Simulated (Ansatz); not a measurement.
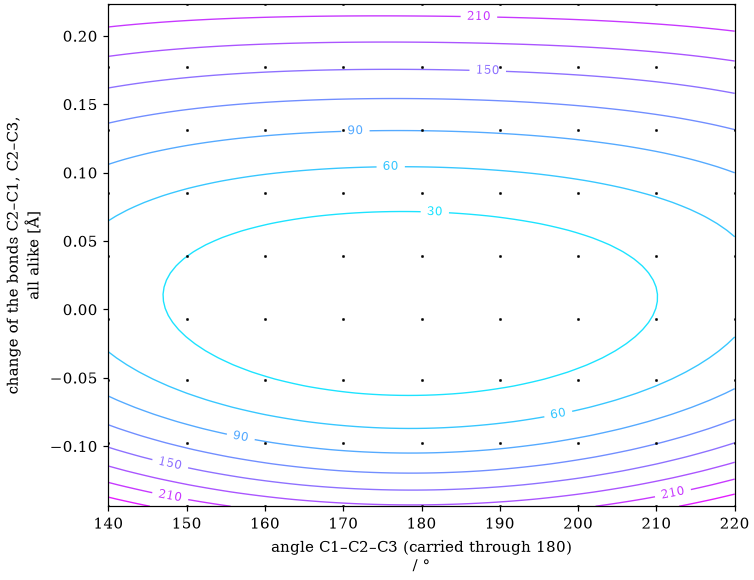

Energy landscape of C₄H₆FN, SMILES C=C=C(F)CN. The first coordinate is: angle C1–C2–C3 (carried through 180); the second: change of the bonds C2–C1, C2–C3, all alike. Nothing is relaxed (all other coordinates rigid). The scan uses a 9 × 9 grid. Points are written as (first, second). Energies are in kJ/mol, from the relaxed molecule at the same level. Theory: RKS PBE0-D4/def2-SVP in Ansatz 0.2.0.

The picture shows contour lines labelled in kJ/mol, dots at the grid points. Between grid points the surface is interpolated. 

What does the map say about the system?

Answer. The lowest grid point is at (180°, −0.007 Å), 0.44 kJ/mol from the relaxed molecule at the same level. No other kind of well shows on this grid. The highest grid point, (220°, −0.144 Å), lies 266 kJ/mol above the lowest. Round the minimum the two coordinates are nearly uncoupled.

The values on the grid:

| second ↓, first → | 140 | 150 | 160 | 170 | 180 | 190 | 200 | 210 | 220 |
| --- | --- | --- | --- | --- | --- | --- | --- | --- | --- |
| 0.223 | 234 | 228 | 225 | 223 | 223 | 225 | 227 | 231 | 238 |
| 0.177 | 169 | 160 | 155 | 153 | 152 | 154 | 158 | 164 | 174 |
| 0.131 | 114 | 102 | 95 | 91 | 90 | 93 | 98 | 107 | 120 |
| 0.085 | 73 | 57 | 48 | 42 | 41 | 44 | 51 | 62 | 78 |
| 0.039 | 49 | 30 | 18 | 11 | 10 | 13 | 22 | 35 | 55 |
| −0.007 | 49 | 26 | 11 | 2 | 0 | 5 | 15 | 31 | 55 |
| −0.052 | 77 | 51 | 33 | 22 | 20 | 25 | 37 | 56 | 84 |
| −0.098 | 144 | 114 | 92 | 80 | 77 | 83 | 97 | 119 | 151 |
| −0.144 | 260 | 225 | 201 | 187 | 183 | 189 | 205 | 231 | 266 |

Each point was launched as `ansatz run input.yaml --threads 1 --pin off --max-ram 2560MiB --backend cpu --events-out ev --progress --plain --runs-dir out`. The whole map (81 points run) took 9.3 min on 1 thread of Arm Neoverse V2 (shared host).
